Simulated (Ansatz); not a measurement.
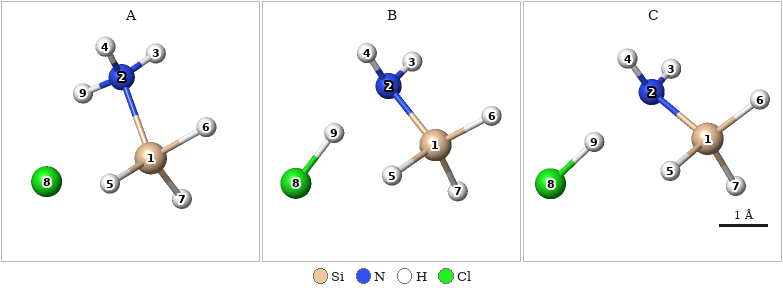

3 geometries from a converged minimum-energy path of SiNH$_{6}$Cl, shuffled. Style: ball-and-stick. Shown at a tilt.

Computed with RKS B3LYP-D4/cc-pVDZ in Ansatz. Run with 5 movable images; climbing image; force threshold 0.03 eV/Å; iteration limit 60; starting path through a guess of the saddle point.

Question: Which of them lies highest in energy?

Answer: A. In order along the path, whose images run from 0 to 6: C (image 0, 0.00 eV), B (image 1, +0.03 eV), A (image 3, +0.34 eV). Breaking: Cl8–H9 (1.36 → 2.00 at the top → 3.17 Å), Si1–N2 (1.79 → 1.93 at the top → 2.98 Å). Forming: N2–H9 (1.72 → 1.06 at the top → 1.02 Å), Si1–Cl8 (4.00 → 2.67 at the top → 2.11 Å).

The run took 3.9 min on 1 thread of Arm Neoverse V2 (shared host), peak memory 0.16 GiB.
